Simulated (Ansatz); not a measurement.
**C$_{2}$H$_{3}$BO$_{2}$ (SMILES B1OC=CO1): density, localisation and related maps**

Input

```
crystal:
  periodic: [false, false, false]
  atoms:
    - {symbol: B, position_ang: [-0.466368, 1.186683, 0.074028]}
    - {symbol: O, position_ang: [0.863411, 0.861108, 0.201475]}
    - {symbol: C, position_ang: [0.917285, -0.501276, 0.047737]}
    - {symbol: C, position_ang: [-0.308007, -0.977577, -0.161115]}
    - {symbol: O, position_ang: [-1.212480, 0.054158, -0.152378]}
    - {symbol: H, position_ang: [-0.905339, 2.283369, 0.148474]}
    - {symbol: H, position_ang: [1.876710, -0.986193, 0.110252]}
    - {symbol: H, position_ang: [-0.673113, -1.977372, -0.324374]}
basis:
  gaussian: {orbitals: def2-TZVPP}
hamiltonian: {xc: pbe0, dispersion: d4}
output: {orbitals: {seedname: orbitals}}
```

Launched as:

```sh
ansatz run in.yaml --threads 2 --pin off --events-out ev --progress --plain --max-ram 4352MiB
```

Geometry: PBE0-D4/def2-TZVP.

Method: RKS PBE0-D4/def2-TZVPP in Ansatz 0.2.0.

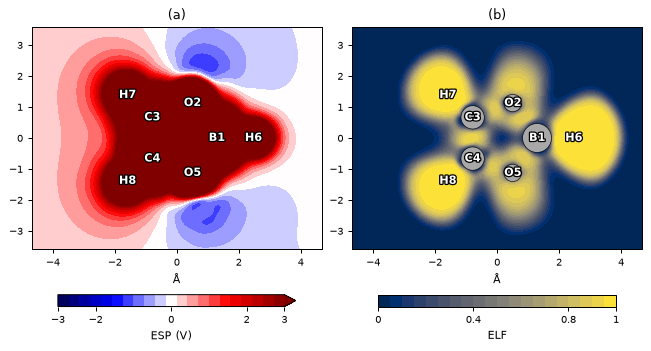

Figure 1. (a) molecular electrostatic potential; (b) electron localisation function on the molecular plane. Grey discs cover the atomic cores in the ELF map.

### Read the bonding off the picture.

The section cuts through B, O, C and H sites. C–C (1.33 Å): the ELF peaks at about 0.95 between the atoms (a short, multiple covalent bond). C–O (1.37 Å): the ELF peaks at about 0.85 between the atoms (a shared but strongly polarised pair). B–O (1.37 Å): the ELF peaks at about 0.90 between the atoms: a short, strongly polar bond. C–H (1.08 Å): the ELF climbs to about 1 towards the hydrogen, as it does in any bond to H (an ordinary covalent bond to hydrogen). B–H (1.18 Å): the ELF climbs to about 1 towards the hydrogen: a covalent bond by its length. The ELF also peaks beside O5 and O2, away from the bonds: lone-pair regions. Outside the dense part of the molecule the potential is most negative (−1.2 V) near O2 and O5.

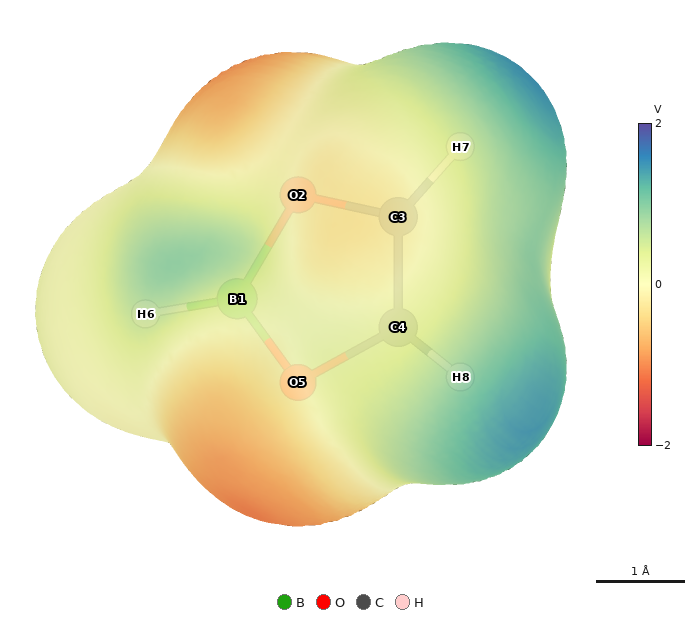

Figure 2. The molecular electrostatic potential painted on the density surface at 0.002 e/bohr³, seen at a tilt; red is negative and blue positive.

### Describe the electrostatic potential map.

The most negative region (about −1.0 V) lies over O2 and O5, the most positive (about +1.5 V) over H7 and H8.

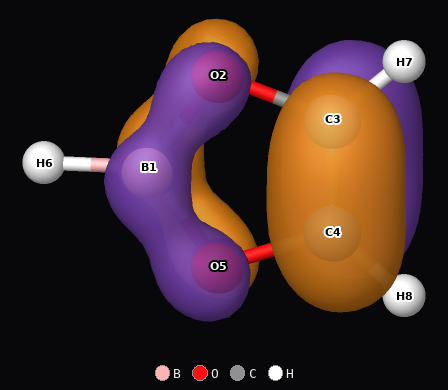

Figure 3. The HOMO at ±0.15 Å⁻³ᐟ² (orange and purple are the two phases), seen at a tilt.

### Describe this orbital and give its energy.

It lies mainly on C4 (about 30 %), C3 (about 30 %), O2 (about 10 %), O5 (about 10 %) and B1 (about 10 %); it changes sign across the molecular plane (π type); π-bonding across B1–O2, B1–O5 and C3–C4; π-antibonding (a node) across O2–C3 and C4–O5. Its energy is −7.12 eV.
